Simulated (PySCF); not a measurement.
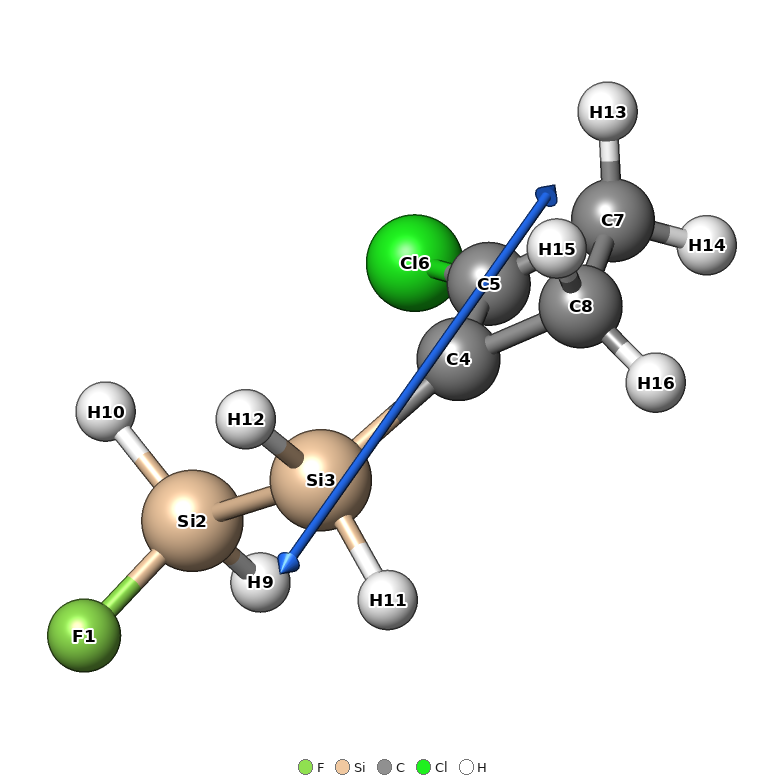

The double arrow shows the direction of the transition dipole to excited singlet state 2 (its length means nothing). Computed geometry: GFN2-xTB optimisation. No frequency run is at hand to confirm it as a minimum. Level of theory: TDDFT CAM-B3LYP/def2-SVPD, vertical, gas phase, core orbitals frozen in the response (PySCF 2.14.0).

Question. Where does the transition lie, and how strong is it?

Answer. 6.17 eV (201 nm), oscillator strength 0.24, mainly HOMO → LUMO+1 (weight 0.93); transition dipole 3.19 D.

The geometry is semi-empirical. Around Si such bond lengths and angles can be off by a tenth of an ångström or more and by several degrees, and values that hang on the shape move with them.
